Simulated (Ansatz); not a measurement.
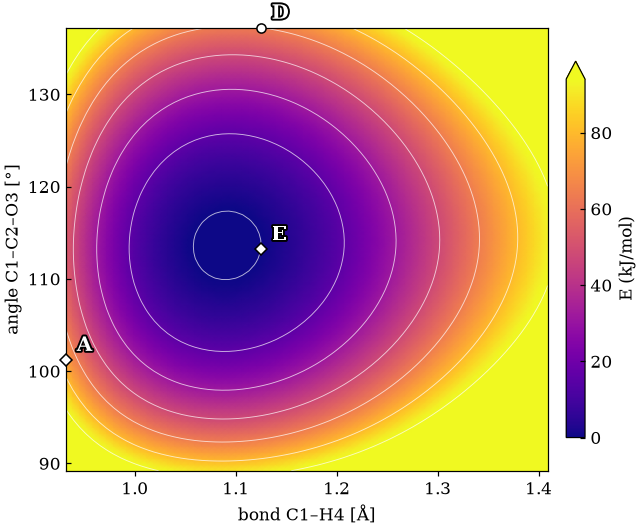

C₂H₅O, SMILES [CH2]CO, spin multiplicity 2. Two internal coordinates are moved rigidly from the geometry relaxed at PBE0-D4/def2-TZVP, all others fixed. Coordinates scanned: (1) bond C1–H4; (2) angle C1–C2–O3. The grid has 5 × 5 points. Points are written as (first, second). Energies are in kJ/mol, from the lowest grid point. Method: Ansatz, UKS PBE-D4/def2-TZVPP.

The picture shows a smooth colour map with a few white contour lines, one colour for all values above the top of the scale, lettered points. Between grid points the surface is interpolated.

Is E the lowest point of the computed grid?

Answer. Yes. E, at (1.125 Å, 113.2°), has the lowest energy of the grid.

Rank the lettered points by energy, lowest first.

Answer. E (0 kJ/mol), D (64 kJ/mol), A (73 kJ/mol).
